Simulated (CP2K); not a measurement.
# CH6GaSi (SMILES [CH3][Ga][SiH3]), run twice

Aim: energy and gradient of CH6GaSi at PM3.

The results are computed with CP2K 2026.2.

## (1) The system as given

The species is CH6GaSi (9 atoms), typed as a doublet with charge 0. As SMILES, `[CH3][Ga][SiH3]`. The coordinates come from a PBE0-D4/def2-TZVP relaxation.

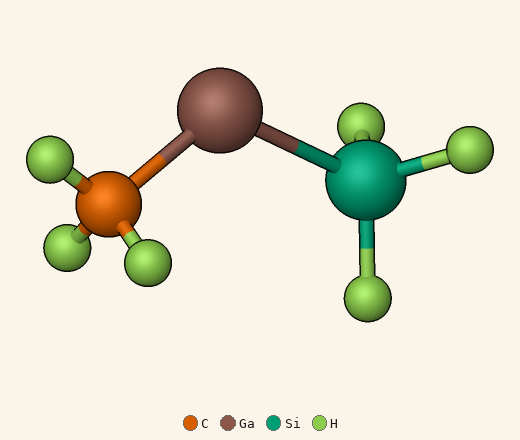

Viewed from a chosen angle; carbon orange, gallium brown, silicon teal, hydrogen green.

## (2) The input as first written

molecule.xyz reads:

```xyz
9

C     -0.932500     1.329700    -1.144900
Ga     0.722200     0.829100    -0.157900
Si     0.944900    -1.267800     1.096800
H     -1.150000     0.556100    -1.887900
H     -0.852800     2.293700    -1.646200
H     -1.769800     1.360000    -0.440700
H      2.116100    -2.019800     0.562300
H     -0.230700    -2.189400     1.080800
H      1.241100    -0.937900     2.520500
```

mol.inp reads:

```
&FORCE_EVAL
  METHOD QUICKSTEP
  &DFT
    MULTIPLICITY 2
    LSD T
    &QS
      METHOD PM3
      EPS_DEFAULT 1.0E-10
      &SE
        &COULOMB
          CUTOFF [angstrom] 50
          RC_RANGE [angstrom] 0
        &END COULOMB
        &EXCHANGE
          CUTOFF [angstrom] 50
          RC_RANGE [angstrom] 0
        &END EXCHANGE
      &END SE
    &END QS
    &POISSON
      PERIODIC NONE
      POISSON_SOLVER ANALYTIC
    &END POISSON
    ! SCF settings
    &SCF
      SCF_GUESS ATOMIC
      EPS_SCF 1.0E-06
      MAX_SCF 80
      ADDED_MOS 2
      &DIAGONALIZATION
        ALGORITHM STANDARD
      &END DIAGONALIZATION
      &MIXING
        METHOD DIRECT_P_MIXING
        ALPHA 0.4
      &END MIXING
    &END SCF
    ! extra output
    &PRINT
      &MOMENTS
        PERIODIC F
        REFERENCE COM
        MAX_MOMENT 1
      &END MOMENTS
      &MO ON
        ENERGIES T
        OCCUPATION_NUMBERS T
        NDIGITS 6
        &EACH
          QS_SCF 0
        &END EACH
        ADD_LAST NUMERIC
      &END MO
      &HIRSHFELD OFF
      &END HIRSHFELD
    &END PRINT
  &END DFT
  ! structure
  &SUBSYS
    &CELL
      ABC 19.9 20.5 20.4
      PERIODIC NONE
    &END CELL
    &TOPOLOGY
      COORD_FILE_NAME molecule.xyz
      COORD_FILE_FORMAT XYZ
      &CENTER_COORDINATES
      &END CENTER_COORDINATES
    &END TOPOLOGY
  &END SUBSYS
  &PRINT
    &FORCES ON
    &END FORCES
  &END PRINT
&END FORCE_EVAL
&GLOBAL
  PROJECT_NAME mol
  RUN_TYPE FREQ
  PRINT_LEVEL MEDIUM
&END GLOBAL
```

Run with:

```bash
OMP_NUM_THREADS=1 cp2k.psmp -i mol.inp > mol.out 2>&1
```

Output:

```text
*******************************************************************************
 *   ___                                                                       *
 *  /   \                                                                      *
 * [ABORT]                                                                     *
 *  \___/                   invalid value for enumeration:FREQ                 *
 *    |                                                                        *
 *  O/|                                                                        *
 * /| |                                                                        *
 * / \                                     input/input_enumeration_types.F:215 *
 *******************************************************************************

 ===== Routine Calling Stack =====

            4 val_create_parsing
            3 section_vals_parse
            2 section_vals_parse
            1 read_input

Program received signal SIGABRT: Process abort signal.

Backtrace for this error:
#0  0x5400e65df957 in ???
#1  0x540106e94cac in __pthread_kill_implementation
#2  0x540106e3bfb7 in raise
#3  0x540106e25d37 in abort
#4  0x5400e6cb2d83 in ???
#5  0x5400e6cb4297 in ???
#6  0x5400e6cb4497 in ???
#7  0x5400e6e1226f in ???
#8  0x5400e6e2183b in ???
#9  0x5400e6e2367b in ???
#10  0x5400e6e238f7 in ???
#11  0x5400e66f9807 in ???
#12  0x5400e6f64e8b in ???
#13  0x5400e6f69d0b in ???
#14  0x5400e6680db3 in ???
#15  0x5400e667ef13 in ???
#16  0x540106e26573 in __libc_start_call_main
#17  0x540106e26657 in __libc_start_main_impl
#18  0x5400e667f06f in ???
#19  0xffffffffffffffff in ???
```

Run time: 0.35 s. Hardware: 1 thread of Arm Neoverse N1, shared host; peak memory 0.13 GiB.

## (3) Reading the log

The program refused the input.

The log says `\___/                   invalid value for enumeration:FREQ`. The fault: unknown run type.

## (4) Second attempt

molecule.xyz is that of step 2.

molecule.inp reads:

```
&GLOBAL
 PROJECT_NAME molecule
 RUN_TYPE ENERGY_FORCE
 PRINT_LEVEL MEDIUM
&END GLOBAL

&FORCE_EVAL
 METHOD Quickstep
 &DFT
  CHARGE 0
  MULTIPLICITY 2
  UKS T
  &QS
   METHOD PM3
   EPS_DEFAULT 1.0E-10
   &SE
    &COULOMB
     CUTOFF [angstrom] 50
     RC_RANGE [angstrom] 0
    &END COULOMB
    &EXCHANGE
     CUTOFF [angstrom] 50
     RC_RANGE [angstrom] 0
    &END EXCHANGE
   &END SE
  &END QS
  &POISSON
   PERIODIC NONE
   POISSON_SOLVER ANALYTIC
  &END POISSON
  &SCF
   SCF_GUESS ATOMIC
   EPS_SCF 1.0E-06
   MAX_SCF 80
   ADDED_MOS 2
   &DIAGONALIZATION
    ALGORITHM STANDARD
   &END DIAGONALIZATION
   &MIXING
    METHOD DIRECT_P_MIXING
    ALPHA 0.4
   &END MIXING
  &END SCF
  &PRINT
   &MOMENTS
    PERIODIC F
    REFERENCE COM
    MAX_MOMENT 1
   &END MOMENTS
   &MO ON
    ENERGIES T
    OCCUPATION_NUMBERS T
    NDIGITS 6
    &EACH
     QS_SCF 0
    &END EACH
    ADD_LAST NUMERIC
   &END MO
   &HIRSHFELD OFF
   &END HIRSHFELD
  &END PRINT
 &END DFT
 &SUBSYS
  &CELL
   ABC [angstrom] 19.9 20.5 20.4
   PERIODIC NONE
  &END CELL
  &TOPOLOGY
   COORD_FILE_NAME molecule.xyz
   COORD_FILE_FORMAT XYZ
   &CENTER_COORDINATES
   &END CENTER_COORDINATES
  &END TOPOLOGY
 &END SUBSYS
 &PRINT
  &FORCES ON
  &END FORCES
 &END PRINT
&END FORCE_EVAL
```

Run with:

```bash
OMP_NUM_THREADS=1 cp2k.psmp -i molecule.inp -o molecule.out
```

Output:

```text
CP2K| version string:                                       CP2K version 2026.2
 CP2K| Input file name                                              molecule.inp

 GLOBAL| Basis set file name                                           BASIS_SET
 GLOBAL| Potential file name                                           POTENTIAL
 GLOBAL| Coordinate file name                                       molecule.xyz
 GLOBAL| Method name                                                        CP2K
 GLOBAL| Project name                                                   molecule
 GLOBAL| Run type                                                   ENERGY_FORCE
 GLOBAL| FFT library                                                       FFTW3
 GLOBAL| Diagonalization library                                       ScaLAPACK
 GLOBAL| Global print level                                               MEDIUM
 GLOBAL| Total number of message passing processes                             1
 GLOBAL| Number of threads for this process                                    1
 GLOBAL| CPU model name                                                  UNKNOWN

[... 161 lines left out ...]
  Step     Update method      Time    Convergence         Total energy    Change
[... 73 lines left out ...]
  *** SCF run converged in    71 steps ***
[... 6 lines left out ...]
  Total energy [eV]:                                         -340.94123472216739
[... 2 lines left out ...]
  Heat of formation [kcal/mol]:                                54.13980181219921
[... 35 lines left out ...]
 SE_DIPOLE| Dipole type                                             non-periodic
 SE_DIPOLE| Moment [a.u.]           0.06421599      -1.02341054       0.59212898
 SE_DIPOLE| Moment [Debye]          0.16322074      -2.60124988       1.50504161
 SE_DIPOLE| Derivative [a.u.]       0.00000000       0.00000000       0.00000000
[... 40 lines left out ...]
 dbcsr_finalize                    2465 11.3    0.008    0.008    0.028    0.028
[... 2 lines left out ...]
 -------------------------------------------------------------------------------
```

Run time: 0.67 s. Hardware: 1 thread of Arm Neoverse N1, shared host; peak memory 0.13 GiB.

## (5) Results

Level: PM3.

| quantity | value |
| --- | --- |
| total energy | -12.52936 Eh |
| dipole moment | 3.01 D |
| HOMO energy (highest over α and β) | -7.33 eV |
| LUMO energy (lowest over α and β) | -1.49 eV |
| heat of formation | 54.1 kcal/mol |
| largest force on an atom | 0.833 eV/Å |

The largest force is 0.83 eV/Å: the shape isn't a stationary point for this species at this level.
